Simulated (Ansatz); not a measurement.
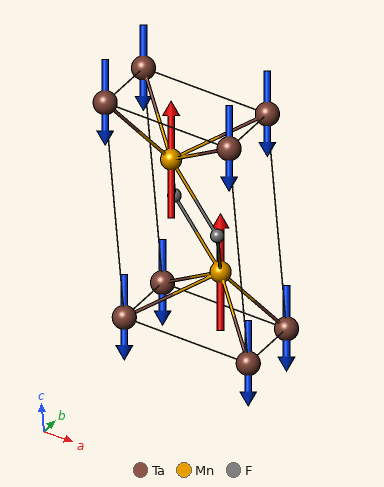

Shown here is a ball-and-stick view of the crystal, taken slightly off an axis. One cell (the run's own, in a reduced setting) is framed, with atoms on its boundary repeated. Arrows are the site magnetic moments above 0.25 μB (those induced on non-metal atoms are left out); longer means larger, and red and blue are up and down (without spin-orbit coupling the axis itself is arbitrary).

This is the state reached for TaMn$_{2}$F$_{2}$. Setup: DFT PBE, scalar-relativistic, plane waves, PAW in Ansatz 0.2.0; wavefunction cutoff 420 eV, k-points about 0.17 Å⁻¹ apart, Gaussian smearing of 0.1 eV, collinear spins.

**Classify the order and state the moments.**

Ferrimagnetic (within this cell). Site moments: 1 Ta −1.0 μB and 2 Mn +3.0 μB. The net spin moment of the whole cell is 5.0 μB.

The initial geometry was a textbook structure type filled with these elements (whether it is the usual form wasn't checked). Relaxation method: Ansatz 0.2.0, DFT PBE, scalar-relativistic, plane waves, PAW.
